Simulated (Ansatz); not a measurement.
Base system: BAs in the zinc blende structure (space group F-43m, No. 216; a = 4.768 Å).

It is then changed as follows: cell and atoms relaxed at a pressure of 4.5 GPa.

The values are results of Ansatz (a quantum-chemistry and plane-wave program), PBEsol, PAW, cutoff 420 eV, no SOC, not measurements.

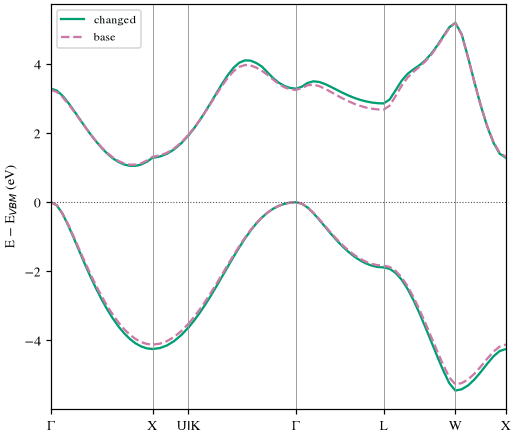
Fig. 1. Highest valence and lowest conduction band along the path, each from its own valence-band maximum

The gap is 1.05 eV, indirect, Γ → Γ–X (78 % along); the base has 1.08 eV.

Load acts through the strain it causes; cell and atoms are relaxed under it. Whether these cells are dynamically stable was not tested.
